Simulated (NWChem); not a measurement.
# CH3AlO (SMILES [H][Al]([H])([H])<-[C-]#[O+]): B1LYP/6-31+G(d) (density fitting with ahlrichs coulomb fitting, Cartesian functions)

Aim: a short trajectory of CH3AlO. 

The calculation is run with NWChem 7.3.0.

## 1. Starting point

The species is CH3AlO (6 atoms), typed as a singlet with charge 0. As SMILES, `[H][Al]([H])([H])<-[C-]#[O+]`. The shape comes from GFN2-xTB, which is rough for such elements, and wasn't checked as a minimum. The run starts from this shape.

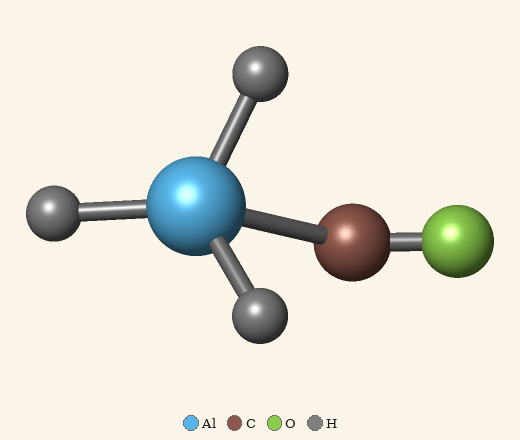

Viewed from a chosen angle; aluminium blue, carbon brown, oxygen green, hydrogen grey.

## 2. A short trajectory at B1LYP/6-31+G(d) (density fitting with ahlrichs coulomb fitting, Cartesian functions)

File sp.nw:

```
START sp
TITLE "CH3AlO md"
memory stack 880 mb heap 220 mb global 1100 mb
charge 0

GEOMETRY units angstroms noautosym nocenter noautoz
  Al    -0.199510    -0.012510    -0.765670
  C      0.178800     0.454460     1.239830
  O      0.582630    -0.003390     2.185370
  H      1.364860    -0.193790    -0.688020
  H     -0.782320     0.784950    -1.953560
  H     -1.144460    -1.029730    -0.017950
END

BASIS
  Al library 6-31+G*
  C library 6-31+G*
  O library 6-31+G*
  H library 6-31+G*
END

BASIS "cd basis" spherical
  Al library "ahlrichs coulomb fitting"
  C library "ahlrichs coulomb fitting"
  O library "ahlrichs coulomb fitting"
  H library "ahlrichs coulomb fitting"
END

DFT
  xc becke88 0.75 lyp 1.0 hfexch 0.25
  mult 1
  grid coarse
  print low
END

QMD
  nstep_nucl 25
  dt_nucl 40
  targ_temp 100
  thermostat none
  rand_seed 8670
  print_xyz 1
END

TASK dft qmd
```

On the command line:

```bash
$ nwchem sp.nw > sp.out
```

Log:

```text
Northwest Computational Chemistry Package (NWChem) 7.3.0
             --------------------------------------------------------

           Job information
           ---------------

    nwchem branch   = 7.3.0
    use scalapack   = T
    input           = sp.nw
    prefix          = sp.
    data base       = ./sp.db
    status          = startup
    nproc           =        1

           Memory information
           ------------------

    heap     =     28835840 doubles =      220.0 Mbytes
    stack    =    115343357 doubles =      880.0 Mbytes
    global   =    144179200 doubles =     1100.0 Mbytes (distinct from heap & stack)
    total    =    288358397 doubles =     2200.0 Mbytes
    verify   = yes
    hardfail = no

           Directory information
           ---------------------

  0 permanent = .
  0 scratch   = .

                                NWChem Input Module
                                -------------------

                                     CH3AlO md
                                     ---------

 Scaling coordinates for geometry "geometry" by  1.889725989
 (inverse scale =  0.529177249)

                             Geometry "geometry" -> ""
                             -------------------------

 Output coordinates in angstroms (scale by  1.889725989 to convert to a.u.)

  No.       Tag          Charge          X              Y              Z
 ---- ---------------- ---------- -------------- -------------- --------------
    1 Al                  13.0000    -0.19951000    -0.01251000    -0.76567000
    2 C                    6.0000     0.17880000     0.45446000     1.23983000
    3 O                    8.0000     0.58263000    -0.00339000     2.18537000
    4 H                    1.0000     1.36486000    -0.19379000    -0.68802000
    5 H                    1.0000    -0.78232000     0.78495000    -1.95356000
    6 H                    1.0000    -1.14446000    -1.02973000    -0.01795000

      Atomic Mass
      -----------

      Al                26.981540
      C                 12.000000
      O                 15.994910
      H                  1.007825

 Effective nuclear repulsion energy (a.u.)      81.5172461636

            Nuclear Dipole moment (a.u.)
            ----------------------------
        X                 Y               Z
 ---------------- ---------------- ----------------
     4.8722616191     3.9654766035    23.2600702756

            XYZ format geometry
            -------------------
     6
 geometry
 Al                   -0.19951000    -0.01251000    -0.76567000
 C                     0.17880000     0.45446000     1.23983000
 O                     0.58263000    -0.00339000     2.18537000
 H                     1.36486000    -0.19379000    -0.68802000
 H                    -0.78232000     0.78495000    -1.95356000
 H                    -1.14446000    -1.02973000    -0.01795000

 ==============================================================================
                                internuclear distances
 ------------------------------------------------------------------------------
       center one      |      center two      | atomic units |  angstroms
 ------------------------------------------------------------------------------
    2 C                |   1 Al               |     3.95635  |     2.09361
    3 O                |   2 C                |     2.12689  |     1.12550
    4 H                |   1 Al               |     2.97963  |     1.57675
    5 H                |   1 Al               |     2.91942  |     1.54489
    6 H                |   1 Al               |     2.97999  |     1.57694
 ------------------------------------------------------------------------------
                         number of included internuclear distances:          5
 ==============================================================================

 ==============================================================================
                                 internuclear angles
 ------------------------------------------------------------------------------
        center 1       |       center 2       |       center 3       |  degrees
 ------------------------------------------------------------------------------
    2 C                |   1 Al               |   4 H                |    78.42
    2 C                |   1 Al               |   5 H                |   133.60
    2 C                |   1 Al               |   6 H                |    78.34
    4 H                |   1 Al               |   5 H                |   118.13
    4 H                |   1 Al               |   6 H                |   119.80
    5 H                |   1 Al               |   6 H                |   118.13
    1 Al               |   2 C                |   3 O                |   141.16
 ------------------------------------------------------------------------------
                            number of included internuclear angles:          7
 ==============================================================================

                      Basis "ao basis" -> "" (cartesian)
                      -----
  [basis functions not shown]

 Summary of "ao basis" -> "" (cartesian)
 ------------------------------------------------------------------------------
       Tag                 Description            Shells   Functions and Types
 ---------------- ------------------------------  ------  ---------------------
 Al                         6-31+G*                 10       23   5s4p1d
 C                          6-31+G*                  8       19   4s3p1d
[... 60 lines left out ...]
           Coulomb energy =      248.843098426358
[... 42 lines left out ...]
         Total DFT energy =     -357.453347652781
[... 3 lines left out ...]
 Nuclear repulsion energy =       81.502510964221
[... 50 lines left out ...]
      One electron energy =     -653.917866125805
[... 29 lines left out ...]
  Dipole (a.u.)     :        2   5.905689E-02   3.435151E-01   5.542685E-01
[... 23 lines left out ...]
           Coulomb energy =      248.456002624832
[... 43 lines left out ...]
   convergence    iter        energy       DeltaE   RMS-Dens  Diis-err    time
[... 10 lines left out ...]
    Exchange-Corr. energy =      -33.584347880497
[... 50 lines left out ...]
         Total DFT energy =     -357.452901014382
[... 3 lines left out ...]
 Nuclear repulsion energy =       80.759113228832
[... 50 lines left out ...]
      One electron energy =     -652.022092906612
[... 29 lines left out ...]
  Dipole (a.u.)     :        6   1.194710E-01   3.458443E-01   6.416289E-01
[... 24 lines left out ...]
           Coulomb energy =      247.383672985641
[... 43 lines left out ...]
   convergence    iter        energy       DeltaE   RMS-Dens  Diis-err    time
[... 10 lines left out ...]
    Exchange-Corr. energy =      -33.540669173300
[... 50 lines left out ...]
         Total DFT energy =     -357.452832494808
[... 3 lines left out ...]
 Nuclear repulsion energy =       79.953336888996
[... 49 lines left out ...]
      One electron energy =     -650.858588578510
[... 29 lines left out ...]
  Dipole (a.u.)     :       10   1.351138E-01   3.434575E-01   6.638624E-01
[... 24 lines left out ...]
           Coulomb energy =      247.078613329361
[... 43 lines left out ...]
   convergence    iter        energy       DeltaE   RMS-Dens  Diis-err    time
[... 10 lines left out ...]
    Exchange-Corr. energy =      -33.557414641475
[... 50 lines left out ...]
         Total DFT energy =     -357.456655540191
[... 3 lines left out ...]
 Nuclear repulsion energy =       80.106245676976
[... 50 lines left out ...]
      One electron energy =     -651.531349485513
[... 29 lines left out ...]
  Dipole (a.u.)     :       14   1.261762E-01   3.348700E-01   7.131720E-01
[... 24 lines left out ...]
           Coulomb energy =      247.533796869499
[... 43 lines left out ...]
   convergence    iter        energy       DeltaE   RMS-Dens  Diis-err    time
[... 10 lines left out ...]
    Exchange-Corr. energy =      -33.604089312568
[... 50 lines left out ...]
         Total DFT energy =     -357.458997398842
[... 3 lines left out ...]
 Nuclear repulsion energy =       80.277190887384
[... 50 lines left out ...]
      One electron energy =     -651.300006633290
[... 29 lines left out ...]
  Dipole (a.u.)     :       18   9.309836E-02   3.121064E-01   7.307440E-01
[... 24 lines left out ...]
           Coulomb energy =      247.055533513622
[... 43 lines left out ...]
   convergence    iter        energy       DeltaE   RMS-Dens  Diis-err    time
[... 10 lines left out ...]
    Exchange-Corr. energy =      -33.581539883102
[... 51 lines left out ...]
         Total DFT energy =     -357.462672007808
[... 3 lines left out ...]
 Nuclear repulsion energy =       79.138222085680
[... 51 lines left out ...]
      One electron energy =     -648.563552959262
[... 29 lines left out ...]
  Dipole (a.u.)     :       22   3.363921E-02   2.892732E-01   6.399113E-01
[... 1 line left out ...]
                                 NWChem DFT Module
                                 -----------------

                                     CH3AlO md

  Caching 1-el integrals
   Time after variat. SCF:    164.0
   Time prior to 1st pass:    164.1

           Memory utilization after 1st SCF pass:
           Heap Space remaining (MW):        0.00                 500
          Stack Space remaining (MW):      114.92           114917716

   convergence    iter        energy       DeltaE   RMS-Dens  Diis-err    time
 ---------------- ----- ----------------- --------- --------- ---------  ------
 d= 0,ls=0.0,diis     1   -357.4619088316 -4.36D+02  4.60D-04  5.05D-04   164.7
 d= 0,ls=0.0,diis     2   -357.4620264069 -1.18D-04  1.10D-04  4.27D-05   165.2
 d= 0,ls=0.0,diis     3   -357.4620290173 -2.61D-06  5.29D-05  3.60D-05   165.7
 d= 0,ls=0.0,diis     4   -357.4620311550 -2.14D-06  2.55D-05  1.26D-05   166.2
 d= 0,ls=0.0,diis     5   -357.4620323910 -1.24D-06  6.46D-06  8.94D-08   166.7
 d= 0,ls=0.0,diis     6   -357.4620324092 -1.82D-08  1.46D-06  4.20D-09   167.2

         Total DFT energy =     -357.462032409196
      One electron energy =     -647.842872161741
           Coulomb energy =      245.527459126759
    Exchange-Corr. energy =      -33.534004749220
 Nuclear repulsion energy =       78.387385375006

 Numeric. integr. density =       29.999965985084

     Total iterative time =      3.1s

  int_init: cando_txs set to always be  F
  intd_init: cando_txs set to always be  F

                         DFT ENERGY GRADIENTS

    atom               coordinates                        gradient
                 x          y          z           x          y          z
   1 Al     -0.410575  -0.066500  -1.556190    0.000073  -0.004438   0.009947
   2 C       0.370262   0.875805   2.429261   -0.008787   0.018988  -0.016965
   3 O       1.131117   0.050927   4.270084    0.007737  -0.015696   0.012231
   4 H       2.550739  -0.863896  -1.595250    0.004544  -0.003286   0.001262
   5 H      -1.371323   2.443023  -3.112877   -0.003057   0.011457  -0.008146
   6 H      -2.206248  -2.372797  -0.646931   -0.000509  -0.007024   0.001671

            QMD Run Information
            -------------------
  Kin. energy (a.u.):       23            0.012164
  Pot. energy (a.u.):       23         -357.462032
  Tot. energy (a.u.):       23         -357.449869
  Target temp. (K)  :       23              100.00
  Current temp. (K) :       23              640.17
  Dipole (a.u.)     :       23   1.730649E-02   2.852403E-01   6.078364E-01

                                 NWChem DFT Module
                                 -----------------

                                     CH3AlO md

  Caching 1-el integrals
   Time after variat. SCF:    171.5
   Time prior to 1st pass:    171.6

           Memory utilization after 1st SCF pass:
           Heap Space remaining (MW):        0.00                 500
          Stack Space remaining (MW):      114.92           114918164

   convergence    iter        energy       DeltaE   RMS-Dens  Diis-err    time
 ---------------- ----- ----------------- --------- --------- ---------  ------
 d= 0,ls=0.0,diis     1   -357.4612165723 -4.36D+02  4.21D-04  4.08D-04   172.2
 d= 0,ls=0.0,diis     2   -357.4613207876 -1.04D-04  9.49D-05  2.42D-05   172.7
 d= 0,ls=0.0,diis     3   -357.4613237990 -3.01D-06  3.46D-05  1.17D-05   173.2
 d= 0,ls=0.0,diis     4   -357.4613243571 -5.58D-07  1.78D-05  6.80D-06   173.7
 d= 0,ls=0.0,diis     5   -357.4613249988 -6.42D-07  5.77D-06  8.90D-08   174.2

         Total DFT energy =     -357.461324998789
      One electron energy =     -647.237434239513
           Coulomb energy =      245.215964908791
    Exchange-Corr. energy =      -33.522788192238
 Nuclear repulsion energy =       78.082932524171

 Numeric. integr. density =       29.999993050512

     Total iterative time =      2.6s

  int_init: cando_txs set to always be  F
  intd_init: cando_txs set to always be  F

                         DFT ENERGY GRADIENTS

    atom               coordinates                        gradient
                 x          y          z           x          y          z
   1 Al     -0.413252  -0.068498  -1.566818   -0.000691  -0.004258   0.008267
   2 C       0.369520   0.872712   2.430367   -0.013236   0.023656  -0.026718
   3 O       1.134191   0.056491   4.284330    0.011983  -0.019917   0.022415
   4 H       2.553806  -0.902778  -1.617213    0.006218  -0.004292   0.001386
   5 H      -1.352931   2.515988  -3.045399   -0.003197   0.013923  -0.008076
   6 H      -2.196006  -2.404871  -0.647172   -0.001078  -0.009113   0.002726

            QMD Run Information
            -------------------
  Kin. energy (a.u.):       24            0.011473
  Pot. energy (a.u.):       24         -357.461325
  Tot. energy (a.u.):       24         -357.449852
  Target temp. (K)  :       24              100.00
  Current temp. (K) :       24              603.83
  Dipole (a.u.)     :       24   1.653257E-03   2.817366E-01   5.762770E-01

                                 NWChem DFT Module
                                 -----------------

                                     CH3AlO md

  Caching 1-el integrals
   Time after variat. SCF:    178.6
   Time prior to 1st pass:    178.7

           Memory utilization after 1st SCF pass:
           Heap Space remaining (MW):        0.00                 500
          Stack Space remaining (MW):      114.92           114918612

   convergence    iter        energy       DeltaE   RMS-Dens  Diis-err    time
 ---------------- ----- ----------------- --------- --------- ---------  ------
 d= 0,ls=0.0,diis     1   -357.4607090677 -4.35D+02  3.89D-04  3.24D-04   179.2
 d= 0,ls=0.0,diis     2   -357.4608025036 -9.34D-05  8.92D-05  1.31D-05   179.8
 d= 0,ls=0.0,diis     3   -357.4608040749 -1.57D-06  3.93D-05  1.42D-05   180.3
 d= 0,ls=0.0,diis     4   -357.4608051629 -1.09D-06  1.47D-05  5.47D-06   180.8
 d= 0,ls=0.0,diis     5   -357.4608056610 -4.98D-07  4.58D-06  5.60D-08   181.3

         Total DFT energy =     -357.460805661008
      One electron energy =     -646.791036434382
           Coulomb energy =      244.989778521429
    Exchange-Corr. energy =      -33.516374192737
 Nuclear repulsion energy =       77.856826444682

 Numeric. integr. density =       30.000002854970

     Total iterative time =      2.6s

  int_init: cando_txs set to always be  F
  intd_init: cando_txs set to always be  F

                         DFT ENERGY GRADIENTS

    atom               coordinates                        gradient
                 x          y          z           x          y          z
   1 Al     -0.415906  -0.070357  -1.577716   -0.001637  -0.003882   0.006194
   2 C       0.369747   0.867889   2.433427   -0.015614   0.025978  -0.031672
   3 O       1.136607   0.063147   4.297347    0.014185  -0.021848   0.027757
   4 H       2.551458  -0.937921  -1.640383    0.007188  -0.005072   0.001532
   5 H      -1.331755   2.576828  -2.970888   -0.002951   0.015309  -0.007305
   6 H      -2.184825  -2.429009  -0.649787   -0.001171  -0.010486   0.003494

            QMD Run Information
            -------------------
  Kin. energy (a.u.):       25            0.010968
  Pot. energy (a.u.):       25         -357.460806
  Tot. energy (a.u.):       25         -357.449837
  Target temp. (K)  :       25              100.00
  Current temp. (K) :       25              577.25
  Dipole (a.u.)     :       25  -1.275039E-02   2.789618E-01   5.474854E-01

 Task  times  cpu:      185.4s     wall:      185.4s
 Total times  cpu:      185.4s     wall:      185.4s
```

Run time: 3.1 min. Hardware: 1 thread of AMD EPYC 7R43 (Zen 3), shared host; peak memory 0.12 GiB.

Step by step:

```csv
step,potential energy change (eV),largest force (eV/Å),temperature (K)
1,0.0000,2.1531,183
2,0.0023,2.5332,178
3,0.0047,2.5331,173
4,0.0077,2.1424,168
5,0.0122,1.4728,159
6,0.0181,1.3300,148
7,0.0231,1.3972,139
8,0.0230,1.5908,139
9,0.0140,2.0665,157
10,-0.0054,2.2665,194
11,-0.0330,2.1675,247
12,-0.0632,1.7767,304
13,-0.0900,1.1377,356
14,-0.1097,0.8065,394
15,-0.1231,1.1169,421
16,-0.1356,1.8313,446
17,-0.1537,2.3240,481
18,-0.1803,2.4551,532
19,-0.2117,2.1827,591
20,-0.2391,1.5839,643
21,-0.2537,0.8344,671
22,-0.2519,0.7122,668
23,-0.2363,1.3851,640
24,-0.2171,1.9572,604
25,-0.2029,2.2542,577
```

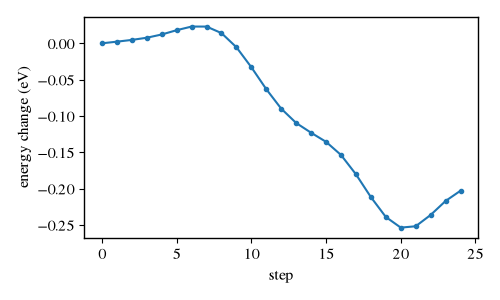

Energy along the run.

## 3. Summary of results

Level: B1LYP/6-31+G* (density fitting with ahlrichs coulomb fitting, Cartesian functions).

| quantity | value |
| --- | --- |
| potential energy of the last frame | -357.46081 Eh |
